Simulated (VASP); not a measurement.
Band structure of CaS (space group Fm-3m). Computed with PBE GGA, VASP's PBE PAW potentials (set 64) (plane waves; VASP 6.6.1).

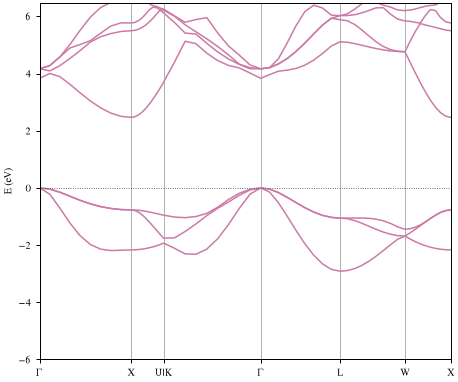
Figure: Bands along high-symmetry lines, zero at the valence-band maximum or, without a gap, the Fermi level

**Question.** Read the plot: is there a gap, and where are the band edges?

**Answer.** The gap is indirect, 2.46 eV, from the valence maximum at Γ to the conduction minimum at X.

The structure comes from a computed database's CaS entry; how it stands against other phases isn't given here. The cell was not relaxed at this level.
